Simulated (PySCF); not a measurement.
**What a change does: NMR shielding calculation on C12H8**

System: C12H8 (acenaphthylene), SMILES C1=Cc2cccc3cccc1c23.
Method of run 1: GIAO PBE0/pcSseg-1 NMR shielding, non-relativistic, gas phase (PySCF 2.14.0).

The geometry comes from this level: PBE0-D3(BJ)/def2-SVP. Text and figures count atoms from 1; the logs count them from 0 in places.

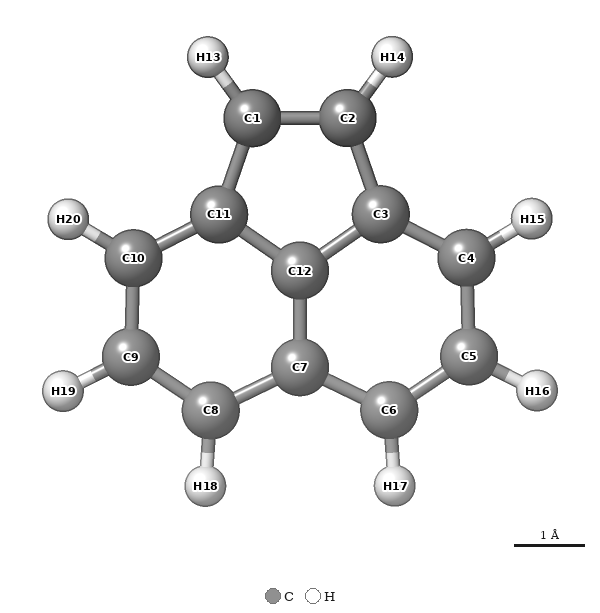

The structure (ball-and-stick view, seen on its broad side; atoms are numbered from 1 in the order of the input). Bond lengths as drawn: C–C 1.36 to 1.47 Å and C–H 1.09 Å.

## Input file, run 1
```
{"job": {"kind": "nmr", "xc": "PBE0", "basis": "pcSseg-1"}, "charge": 0, "multiplicity": 1}
C      0.563986     2.681478     0.482621
C     -0.771137     2.401515     0.493332
C     -0.957179     0.957600     0.299447
C     -2.031619     0.094333     0.220687
C     -1.781837    -1.291594     0.019570
C     -0.504075    -1.808514    -0.099426
C      0.623105    -0.942043    -0.022045
C      2.002200    -1.282854    -0.119945
C      2.966023    -0.295650    -0.019712
C      2.641357     1.074826     0.182116
C      1.312102     1.433805     0.280537
C      0.341292     0.410137     0.174788
H      1.011380     3.668428     0.602988
H     -1.575481     3.125862     0.624317
H     -3.062048     0.448658     0.308798
H     -2.635655    -1.970832    -0.042401
H     -0.359698    -2.881139    -0.252958
H      2.298387    -2.323690    -0.274462
H      4.019728    -0.574571    -0.097331
H      3.444167     1.813339     0.255040
```

The first line tells a small driver script what to run in PySCF; the rest is the geometry in Å.

Launched with:
```bash
OMP_NUM_THREADS=2 python <driver script> task.json out
```

Hardware: 2 CPU threads, shared host.

## Output (run 1)
```
coarse grid: 17992 points
cycle   1  E = -461.3633538814  dE =  2.404e+00  |g| = 3.782e-01  |ddm| = 4.943e+00
cycle   2  E = -461.3583610241  dE =  4.993e-03  |g| = 4.210e-01  |ddm| = 1.369e+00
cycle   3  E = -461.4033051516  dE = -4.494e-02  |g| = 1.246e-01  |ddm| = 6.987e-01
cycle   4  E = -461.4070414207  dE = -3.736e-03  |g| = 4.086e-02  |ddm| = 1.586e-01
cycle   5  E = -461.4074321982  dE = -3.908e-04  |g| = 1.663e-02  |ddm| = 6.198e-02
cycle   6  E = -461.4075077473  dE = -7.555e-05  |g| = 3.858e-03  |ddm| = 2.213e-02
cycle   7  E = -461.4075112924  dE = -3.545e-06  |g| = 1.453e-03  |ddm| = 5.040e-03
final grid: 177472 points
cycle   8  E = -461.4790688726  dE = -4.526e-05  |g| = 7.563e-03  |ddm| = 9.438e-02
cycle   9  E = -461.4790666987  dE =  2.174e-06  |g| = 8.252e-03  |ddm| = 2.336e-02
cycle  10  E = -461.4790840105  dE = -1.731e-05  |g| = 1.924e-03  |ddm| = 1.207e-02
cycle  11  E = -461.4790850027  dE = -9.922e-07  |g| = 3.772e-04  |ddm| = 2.307e-03
cycle  12  E = -461.4790850381  dE = -3.538e-08  |g| = 1.548e-04  |ddm| = 6.029e-04
cycle  13  E = -461.4790850445  dE = -6.371e-09  |g| = 3.022e-05  |ddm| = 1.763e-04
cycle  14  E = -461.4790850446  dE = -1.298e-10  |g| = 1.930e-05  |ddm| = 5.299e-05
converged SCF energy = -461.4790850446

GIAO shielding tensors (ppm)
atom      isotropic    diamagn.    paramagn.     s11        s22        s33       span
  0 C       48.276     250.654    -202.378    -52.617     58.796    138.648    191.265
  1 C       48.284     249.628    -201.344    -52.639     58.828    138.663    191.302
  2 C       40.162     253.960    -213.799    -46.311     12.795    154.002    200.313
  3 C       53.510     249.823    -196.313    -38.177     28.206    170.500    208.677
  4 C       51.756     254.756    -203.000    -55.723     41.301    169.690    225.412
  5 C       50.414     250.728    -200.314    -50.569     36.850    164.962    215.532
  6 C       53.307     252.154    -198.847    -18.906    -15.176    194.003    212.910
  7 C       50.418     249.457    -199.039    -50.560     36.856    164.959    215.519
  8 C       51.764     254.589    -202.825    -55.687     41.288    169.691    225.378
  9 C       53.500     249.197    -195.697    -38.181     28.197    170.485    208.666
 10 C       40.181     255.526    -215.345    -46.275     12.792    154.026    200.302
 11 C       53.526     256.855    -203.329    -17.247     -0.314    178.139    195.386
 12 H       24.136      30.278      -6.141     21.470     24.193     26.746      5.276
 13 H       24.133      30.205      -6.072     21.470     24.188     26.742      5.272
 14 H       23.480      30.790      -7.310     18.905     24.599     26.935      8.029
 15 H       23.631      29.436      -5.805     19.288     24.807     26.798      7.510
 16 H       23.414      31.344      -7.929     18.911     24.113     27.218      8.308
 17 H       23.414      30.871      -7.457     18.911     24.113     27.218      8.307
 18 H       23.633      28.250      -4.617     19.288     24.811     26.800      7.512
 19 H       23.478      30.167      -6.689     18.905     24.598     26.930      8.025
```

The input of run 2 differs as follows (lines with − go, lines with + come):
```diff
-"xc": "PBE0"
-"basis": "pcSseg-1"
+"xc": "wB97X-D"
+"basis": "pcSseg-2"
+"pop": false
```

How does run 2 compare with run 1?

The total energies belong to different models, so their difference says nothing on which is more stable or more accurate. The HOMO goes from −6.41 to −8.12 eV. The LUMO goes from −2.19 to −0.59 eV. The dipole moment goes from 0.38 to 0.30 D. Of all shieldings, the largest change is that of C12, by −9.0 ppm. The functional changes from PBE0 to wB97X-D. The number of SCF iterations is the same. The basis functions go from 244 to 544.

## Output (run 2)
```
coarse grid: 17992 points
cycle   1  E = -462.0205567691  dE =  2.981e+00  |g| = 3.500e-01  |ddm| = 3.634e+00
cycle   2  E = -462.0469457506  dE = -2.639e-02  |g| = 2.287e-01  |ddm| = 6.986e-01
cycle   3  E = -462.0584928773  dE = -1.155e-02  |g| = 9.153e-02  |ddm| = 3.198e-01
cycle   4  E = -462.0604525658  dE = -1.960e-03  |g| = 3.326e-02  |ddm| = 1.075e-01
cycle   5  E = -462.0607310233  dE = -2.785e-04  |g| = 4.967e-03  |ddm| = 3.945e-02
cycle   6  E = -462.0607408002  dE = -9.777e-06  |g| = 2.746e-03  |ddm| = 8.973e-03
final grid: 177472 points
cycle   7  E = -462.0674687915  dE = -3.663e-04  |g| = 5.865e-03  |ddm| = 1.970e-01
cycle   8  E = -462.0674726317  dE = -3.840e-06  |g| = 4.639e-03  |ddm| = 1.639e-02
cycle   9  E = -462.0674778040  dE = -5.172e-06  |g| = 1.163e-03  |ddm| = 5.926e-03
cycle  10  E = -462.0674781599  dE = -3.559e-07  |g| = 5.377e-04  |ddm| = 2.008e-03
cycle  11  E = -462.0674782411  dE = -8.120e-08  |g| = 1.007e-04  |ddm| = 6.109e-04
cycle  12  E = -462.0674782490  dE = -7.856e-09  |g| = 6.876e-05  |ddm| = 2.540e-04
cycle  13  E = -462.0674782520  dE = -3.036e-09  |g| = 1.906e-05  |ddm| = 1.701e-04
cycle  14  E = -462.0674782524  dE = -3.974e-10  |g| = 1.442e-05  |ddm| = 5.131e-05
converged SCF energy = -462.0674782524

GIAO shielding tensors (ppm)
atom      isotropic    diamagn.    paramagn.     s11        s22        s33       span
  0 C       42.400     255.878    -213.478    -66.549     56.552    137.195    203.744
  1 C       42.409     255.423    -213.014    -66.571     56.588    137.209    203.780
  2 C       32.564     257.848    -225.284    -59.816      5.628    151.879    211.695
  3 C       48.520     253.274    -204.754    -48.258     24.212    169.605    217.863
  4 C       46.535     250.947    -204.412    -66.854     37.818    168.640    235.494
  5 C       44.454     253.507    -209.052    -62.644     32.509    163.498    226.143
  6 C       45.378     254.849    -209.472    -31.165    -24.434    191.732    222.897
  7 C       44.449     253.556    -209.106    -62.650     32.512    163.486    226.136
  8 C       46.534     249.213    -202.679    -66.823     37.791    168.633    235.457
  9 C       48.506     251.570    -203.064    -48.271     24.204    169.587    217.858
 10 C       32.576     259.511    -226.934    -59.774      5.609    151.895    211.670
 11 C       44.523     254.332    -209.809    -30.900    -11.977    176.446    207.345
 12 H       24.033      30.599      -6.566     21.434     23.344     27.321      5.887
 13 H       24.031      30.917      -6.886     21.435     23.338     27.319      5.884
 14 H       23.462      31.508      -8.046     19.084     23.902     27.401      8.317
 15 H       23.576      30.214      -6.638     19.278     24.048     27.403      8.125
 16 H       23.303      32.351      -9.048     18.887     23.232     27.791      8.904
 17 H       23.303      31.681      -8.378     18.888     23.231     27.791      8.903
 18 H       23.579      28.439      -4.860     19.279     24.052     27.407      8.128
 19 H       23.460      29.792      -6.332     19.084     23.899     27.397      8.313
```

## The two runs side by side

| quantity | run 1 | run 2 |
| --- | --- | --- |
| outcome | converged | converged |
| total energy (hartree) | −461.479085 | −462.067478 |
| HOMO (eV) | −6.41 | −8.12 |
| LUMO (eV) | −2.19 | −0.59 |
| dipole moment (D) | 0.38 | 0.30 |
| shielding of C1 (ppm) | 48.3 | 42.4 |
| shielding of C3 (ppm) | 40.2 | 32.6 |
| shielding of C6 (ppm) | 50.4 | 44.5 |
| shielding of C7 (ppm) | 53.3 | 45.4 |
| shielding of C8 (ppm) | 50.4 | 44.4 |
| shielding of C11 (ppm) | 40.2 | 32.6 |
| shielding of C12 (ppm) | 53.5 | 44.5 |
| SCF iterations | 14 | 14 |
| basis functions | 244 | 544 |
| wall time (shared host) | 2.1 min | 11 min |
